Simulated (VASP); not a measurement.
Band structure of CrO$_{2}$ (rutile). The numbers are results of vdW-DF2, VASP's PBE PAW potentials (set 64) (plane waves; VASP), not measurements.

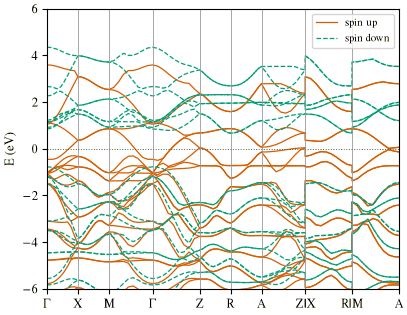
Figure. Bands along high-symmetry lines, zero at the valence-band maximum or, without a gap, the Fermi level

**Question.** Read the plot: is there a gap, and where are the band edges?

**Answer.** It has no gap at this level: it comes out as a metal or semimetal. (Edges off the drawn lines would not show.)

The compound is CrO2 in the rutile structure. It was relaxed first, which changed the volume by +6 %.
